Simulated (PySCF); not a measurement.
# C$_{4}$H$_{9}$N$_{3}$OSi$_{2}$ (SMILES C[SiH2]c1ncnnc1O[SiH3]): what the fields show

Input

```
{"job": {"kind": "nmr", "xc": "PBE0", "basis": "pcSseg-1"}, "charge": 0, "multiplicity": 1}
C     -2.765946    -0.596626     1.734397
Si    -1.055228    -1.060242     1.072508
C     -0.429841     0.389846     0.029286
N     -1.130602     1.490613    -0.150766
C     -0.570550     2.436039    -0.908548
N      0.604201     2.366909    -1.485449
N      1.322938     1.283126    -1.323227
C      0.838530     0.301130    -0.586257
O      1.561154    -0.787900    -0.423982
Si     3.062173    -0.978228    -1.109051
H     -3.462051    -0.403634     0.922753
H     -2.721359     0.302287     2.343075
H     -3.176828    -1.394478     2.345344
H     -0.076342    -1.262539     2.146195
H     -1.096857    -2.230945     0.189242
H     -1.137655     3.343173    -1.062801
H      2.941859    -0.923643    -2.560504
H      3.320720    -2.312663    -0.584009
H      3.961883     0.047025    -0.595668
```

Launched as:

```sh
OMP_NUM_THREADS=1 python probes_run.py task.json out
```

Geometry: GFN2-xTB.

Theory: PBE0/pcSseg-1, SCF density, gas phase, non-relativistic (PySCF).

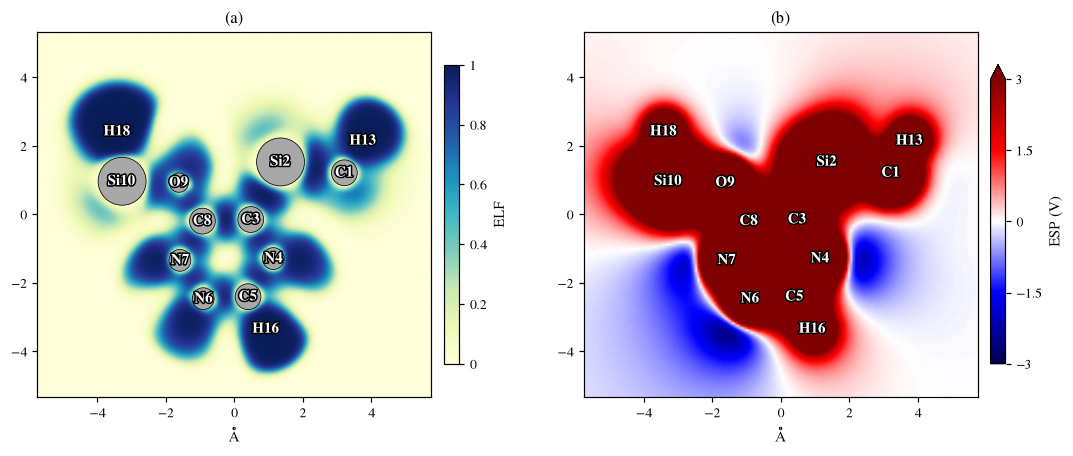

Figure 1. (a) ELF; (b) molecular electrostatic potential on the plane of atoms O9, Si10 and H18. Grey discs cover the atomic cores in the ELF map.

What does the map show?

- The plane passes through C, Si, N, O and H nuclei.
- N–N (1.31 Å): the ELF peaks at about 0.90 between the atoms; localised, covalent bonding.
- C–N (1.31 Å): the ELF peaks at about 0.90 between the atoms, as expected for localised, covalent bonding.
- C–O (1.32 Å): the ELF peaks at about 0.90 between the atoms: a shared but strongly polarised pair.
- C–C (1.41 Å): the ELF peaks at about 0.95 between the atoms, as expected for a covalent bond.
- Si–O (1.66 Å): the ELF peaks at about 0.90 between the atoms, as expected for a polar covalent bond.
- The ELF also peaks beside N6, N7, N4 and O9, away from the bonds: lone-pair regions.
- Outside the dense part of the molecule the potential is most negative (−2.5 V) near N6.

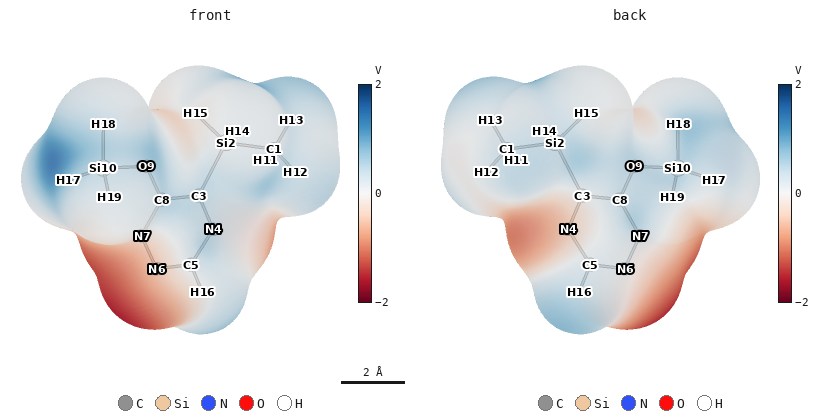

Figure 2. The electrostatic potential painted on the density surface at 0.001 e/bohr³, seen from the front and from behind; red is negative and blue positive.

Where is the surface potential most negative and most positive?

The most negative region (about −1.5 V) lies over N6, the most positive (about +1.3 V) over Si10. N6 is the likeliest acceptor of a hydrogen bond.

What dipole moment does the calculation give?

Its dipole moment is 2.03 D.
